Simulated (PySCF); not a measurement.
# GeH2Cl− (SMILES [Cl][GeH2-]): MP2/cc-pVDZ

What is the vertical ionisation energy of GeH2Cl− at MP2/cc-pVDZ? 

The calculation is run with PySCF 2.14.0.

## 1. The molecule

GeH2Cl− has 4 atoms, charge -1, and is taken as a singlet. SMILES: `[Cl][GeH2-]`. Geometry: a GFN2-xTB relaxation, a rough one for these elements and not checked as a minimum.

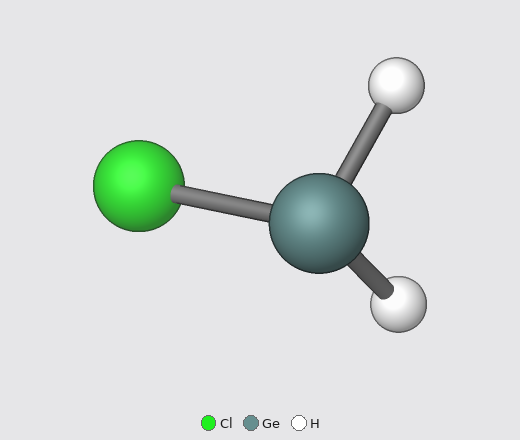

The structure, seen from a chosen angle (chlorine green, germanium teal, hydrogen white).

## 2. The energy at MP2/cc-pVDZ

Contents of run.py:

```python
# [Cl][GeH2-]
from pyscf import gto, scf, mp

mol = gto.M(
    atom='Cl -1.566020 0.389730 1.014420; Ge 0.036260 -0.806600 -0.163840; H 0.151880 0.384060 -1.448900; H 1.377880 0.032810 0.598330',
    charge=-1,
    max_memory=1860,
    verbose=3,
    basis='cc-pvdz',
)

hf = scf.RHF(mol)
hf.conv_tol = 1e-10
hf.kernel()
if not hf.converged:
    hf = hf.newton().run(hf.mo_coeff, hf.mo_occ)

pt = mp.MP2(hf, frozen=14).run()
e_tot = pt.e_tot
print('Final energy', e_tot)
```

Command:

```sh
$ OMP_NUM_THREADS=1 python run.py
```

Standard output:

```text
converged SCF energy = -2536.03981675015
E(RMP2) = -2536.29277266444  E_corr = -0.252955914284186
E(SCS-RMP2) = -2536.29172142897  E_corr = -0.251904678816839
Final energy -2536.292772664436
```

It took 1.2 s on 1 thread of Arm Neoverse V1, shared host; peak memory 0.13 GiB.

## 3. Doublet neutral GeH2Cl, same level

Contents of run.py:

```python
from pyscf import gto, scf, mp

molecule = gto.M(
    atom='Cl -1.566020 0.389730 1.014420; Ge 0.036260 -0.806600 -0.163840; H 0.151880 0.384060 -1.448900; H 1.377880 0.032810 0.598330',
    verbose=4,
    spin=1,
    max_memory=1860,
    charge=0,
    basis='cc-pvdz',
)

mf = scf.UHF(molecule)
mf.conv_tol = 1e-10
mf.kernel()
if not mf.converged:
    mf = mf.newton().run(mf.mo_coeff, mf.mo_occ)

pt = mp.MP2(mf, frozen=14).run()
e_tot = pt.e_tot
print('E(%s) = %.9f' % ('MP2', e_tot))
```

Command:

```sh
$ OMP_NUM_THREADS=1 python run.py
```

Standard output:

```text
PySCF version 2.14.0

[INPUT] num. atoms = 4
[INPUT] num. electrons = 51
[INPUT] charge = 0
[INPUT] spin (= nelec alpha-beta = 2S) = 1
[INPUT] symmetry False subgroup None
[INPUT] Mole.unit = angstrom
[INPUT] Symbol           X                Y                Z      unit          X                Y                Z       unit  Magmom
[INPUT]  1 Cl    -1.566020000000   0.389730000000   1.014420000000 AA   -2.959348905591   0.736482962527   1.916975975281 Bohr   0.0
[INPUT]  2 Ge     0.036260000000  -0.806600000000  -0.163840000000 AA    0.068521469277  -1.524253092074  -0.309612728249 Bohr   0.0
[INPUT]  3 H      0.151880000000   0.384060000000  -1.448900000000 AA    0.287011603799   0.725768215400  -2.738024181882 Bohr   0.0
[INPUT]  4 H      1.377880000000   0.032810000000   0.598330000000 AA    2.603815832516   0.062001914147   1.130679832111 Bohr   0.0

nuclear repulsion = 149.536647509415
number of shells = 17
number of NR pGTOs = 132
number of NR cGTOs = 55
basis = cc-pvdz
ecp = {}

[... 85 lines left out ...]
converged SCF energy = -2535.9581850337  <S^2> = 0.77471171  2S+1 = 2.0245609
[... 1 line left out ...]
******** <class 'pyscf.mp.ump2.UMP2'> ********
nocc = (np.int64(12), np.int64(11)), nmo = (41, 41)
frozen orbitals 14
E(UMP2) = -2536.19400659272  E_corr = -0.23582155901922
E(SCS-UMP2) = -2536.19206335249  E_corr = -0.233878318795715
E_corr(same-spin) = -0.056662560031557
E_corr(oppo-spin) = -0.179158998987663
E(MP2) = -2536.194006593
```

Wall time 1.6 s (1 thread of Arm Neoverse V1, shared host); peak memory 0.13 GiB.

## 4. Results

Level: MP2/cc-pVDZ, 14 core orbitals frozen.

| quantity | value |
| --- | --- |
| singlet GeH2Cl−: total energy | -2536.29277 Eh |
| singlet GeH2Cl−: HOMO energy (Hartree–Fock orbitals) | -3.03 eV |
| singlet GeH2Cl−: LUMO energy (Hartree–Fock orbitals) | 8.17 eV |
| singlet GeH2Cl−: HOMO–LUMO gap (to an unbound level, set by the basis) | 11.20 eV |
| singlet GeH2Cl−: correlation energy (14 core orbitals frozen) | -253.0 mEh |
| doublet neutral GeH2Cl: total energy | -2536.19401 Eh |
| doublet neutral GeH2Cl: dipole moment (Hartree–Fock density) | 3.63 D |
| doublet neutral GeH2Cl: HOMO energy (Hartree–Fock orbitals) (highest over α and β) | -10.59 eV |
| doublet neutral GeH2Cl: LUMO energy (Hartree–Fock orbitals) (lowest over α and β) | -1.45 eV |
| doublet neutral GeH2Cl: correlation energy (14 core orbitals frozen) | -235.8 mEh |
| doublet neutral GeH2Cl: ⟨S²⟩ of the reference determinant | 0.775 |
| vertical detachment energy (to the doublet neutral) | 2.688 eV |

In words: Removing an electron at fixed nuclei costs 2.69 eV (62 kcal/mol). Mulliken charges (singlet GeH2Cl−) of the mean-field density run from -0.60 on Cl1 to +0.15 on Ge2; they depend strongly on the basis.
